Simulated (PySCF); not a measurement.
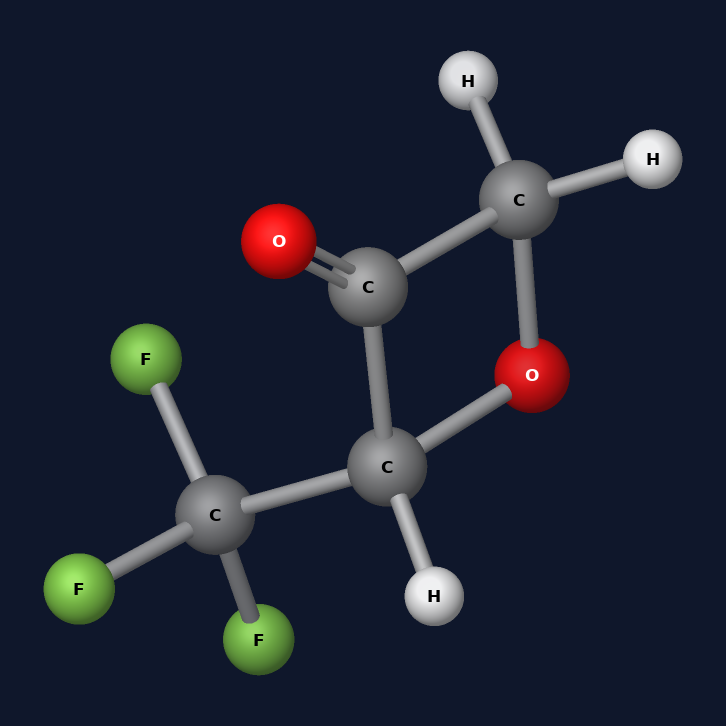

A ball-and-stick model of a molecule. Multiple sticks mark multiple bonds (one Kekulé form).

What is the molecular formula?

Answer. C4H3F3O2, 12 atoms: 4 carbon, 3 hydrogen, 3 fluorine and 2 oxygen.

Does it have rings?

Answer. Independent rings (smallest set): 1 of 4 members.

Count the bonded pairs by element.

Answer. 3 C–O, 3 C–C, 3 C–F, 3 C–H.

The parts below concern this one geometry. Atoms keep their numbers from picture to picture. The geometry was computed by an optimisation with PBE0-D3(BJ)/def2-SVP. No frequency run is at hand to confirm it as a minimum.

## Shape

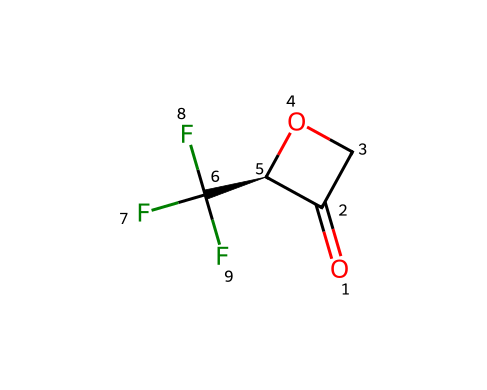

Skeletal drawing with numbered atoms; wedges and dashes mark any stereocentres. The configuration is that of a computed structure (PBE0-D3(BJ)/def2-SVP).

Give the R/S and E/Z labels.

Answer. C5: S.

## Excitation

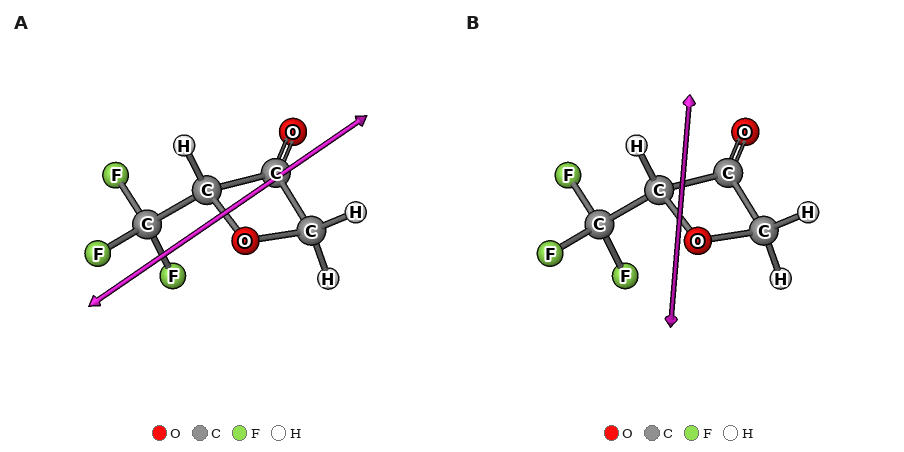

The double arrows show the directions of two transition dipoles from the ground state (lengths mean nothing). No frequency run is at hand to confirm it as a minimum. Method: TDDFT CAM-B3LYP/def2-SVPD, vertical, gas phase, core orbitals frozen in the response (PySCF 2.14.0).

One belongs to singlet state 7 and one to singlet state 8. Which is which?

Answer. A: state 8, 8.87 eV (140 nm), oscillator strength 0.021, mainly HOMO → LUMO+3 (weight 0.51).
B: state 7, 8.41 eV (147 nm), oscillator strength 0.029, mainly HOMO−1 → LUMO+1 (weight 0.59).

## Charges

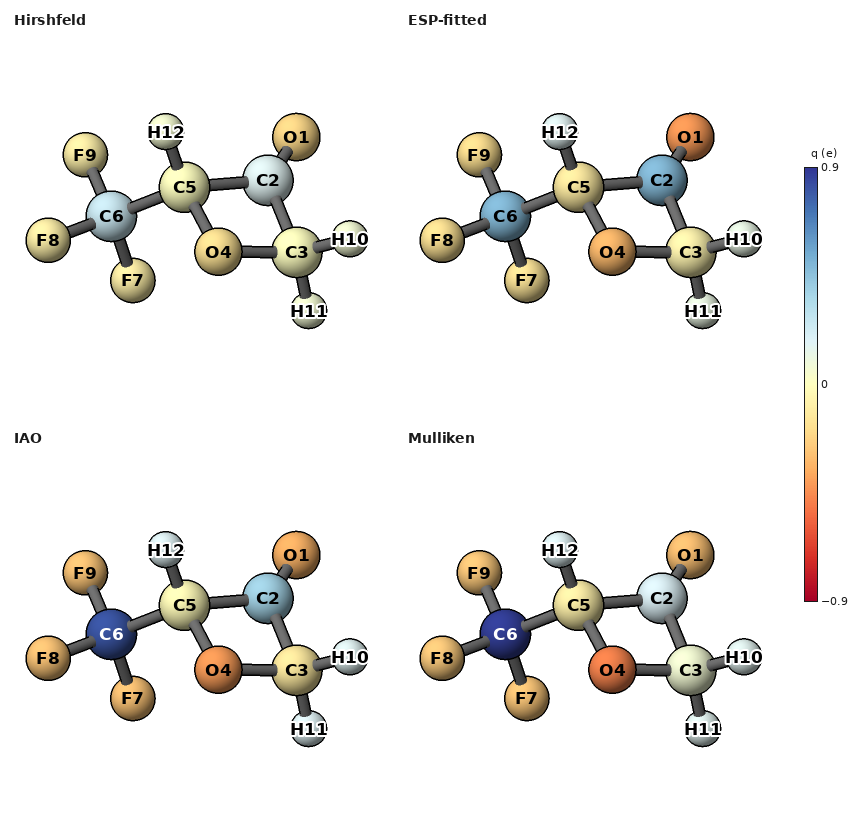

Atomic charges of one calculation by 4 schemes, on one colour scale. No frequency run is at hand to confirm it as a minimum. Method: PBE0/pcSseg-1 (PySCF 2.14.0).

On which atom do the schemes disagree most?

Answer. On C6 (from 0.25 to 0.87 e).

List the charges (e), one line for each set of equivalent atoms.

```csv
atom,Hirshfeld,ESP-fitted,IAO,Mulliken
O1,−0.20,−0.41,−0.34,−0.29
C2,0.16,0.48,0.38,0.19
C3,0.00,−0.06,−0.12,0.07
O4,−0.16,−0.32,−0.40,−0.48
C5,0.00,−0.11,−0.03,−0.08
C6,0.25,0.48,0.81,0.87
F7,−0.09,−0.15,−0.28,−0.27
F8,−0.08,−0.16,−0.27,−0.25
F9,−0.08,−0.17,−0.27,−0.26
H10,0.06,0.12,0.17,0.16
H11,0.06,0.12,0.17,0.16
H12,0.06,0.17,0.17,0.17
```

## Spin–spin coupling

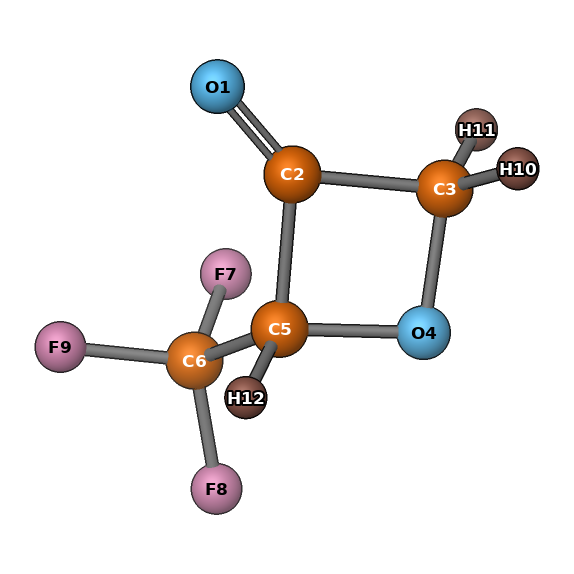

No frequency run is at hand to confirm it as a minimum. Level of theory: B3LYP/pcJ-1 indirect spin-spin coupling, non-relativistic, gas phase (PySCF 2.14.0). Isotopes: 13C, 19F, 1H, 17O.

Give the spin–spin coupling constants of these pairs, with the number of bonds between them: C5/F7, C5/F8, F7/F8, F8/F9, C2/F8, F8/H12.

```csv
pair,bonds apart,J (Hz)
"C5, F7",2,36.7
"C5, F8",2,25.5
"F7, F8",2,57.0
"F8, F9",2,73.0
"C2, F8",3,3.0
"F8, H12",3,2.0
```

Density functionals are unreliable for couplings to fluorine, so those rows may be far off.

Mulliken values depend strongly on the basis set and can even reverse the polarity of a bond.
